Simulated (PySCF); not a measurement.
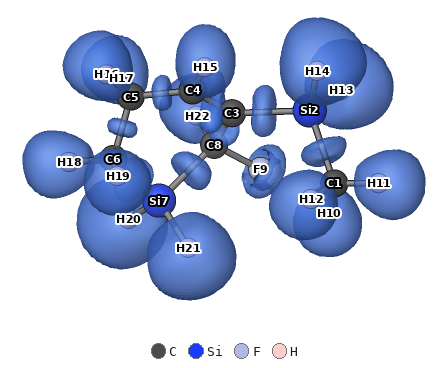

*C₆H₁₃FSi₂. Isosurface of the ELF at 0.85 (blue), seen at a tilt. Only the valence region is drawn (cores and ρ < 0.01 e/Å³ removed).*

Geometry: GFN2-xTB.

These are results of PBE0/pcSseg-1, SCF density, gas phase, non-relativistic (PySCF), not measurements.

```xyz
22

C     2.6756   -0.7745   -1.5665
Si    2.3408    0.3075   -0.0431
C     0.4734    0.4516    0.2037
C    -0.1904   -0.1394    1.1962
C    -1.6833   -0.0939    1.3217
C    -2.3616   -0.6893    0.0739
Si   -1.7193    0.1406   -1.5153
C    -0.2995    1.2295   -0.8087
F     0.5406    1.6865   -1.8208
H     2.2653   -0.3195   -2.4627
H     3.7421   -0.9067   -1.7203
H     2.2312   -1.7604   -1.4586
H     2.9208    1.6430   -0.2121
H     2.8887   -0.3273    1.1645
H     0.3532   -0.7003    1.9421
H    -2.0031   -0.6420    2.2103
H    -2.0100    0.9451    1.4374
H    -3.4422   -0.5846    0.1709
H    -2.1560   -1.7603    0.0481
H    -2.7241    0.9927   -2.1589
H    -1.1440   -0.8186   -2.4589
H    -0.7086    2.1399   -0.3493
```

**Identify the bonds, lone pairs and shells in this picture.**

The surface consists of four regions between bonded C–C atoms (shared pairs), four regions between bonded C–Si atoms (shared pairs), 13 regions around hydrogen nuclei and one region wrapped around F (its lone pairs, merged into a ring or cap).

Values along the shortest contacts:
C–C (1.33 Å): the ELF peaks at about 0.90 between the atoms: a multiple bond. C–F (1.39 Å): the ELF peaks at about 0.85 between the atoms: a polar covalent bond.
